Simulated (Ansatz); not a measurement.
A computed series for TiPt3: pressure series

Base system: TiPt3 in the Cu3Au type structure (space group Pm-3m, No. 221; a = 3.9479 Å).

Cell and atoms are relaxed at each pressure.

Calculations: PBE (Ansatz, a program for electronic structure, PAW, no SOC).

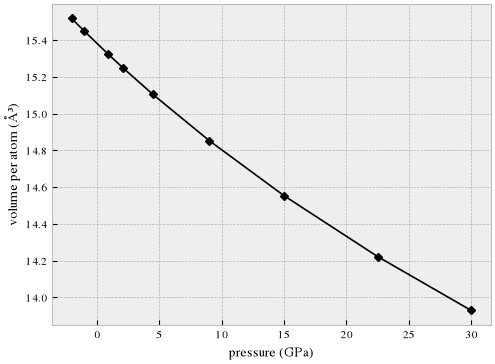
Figure: Volume against pressure

**Question.** Estimate the zero-pressure bulk modulus from the plot.

**Answer.** About 240 GPa; a third-order Birch–Murnaghan fit to the points gives V₀ = 15.38 Å³/atom, B₀ = 236 GPa and B₀′ = 5.0.

Load acts through the strain it causes; cell and atoms are relaxed under it. No phonon test of stability was made. Competing high-pressure phases were not computed. All final runs are without spin polarisation.
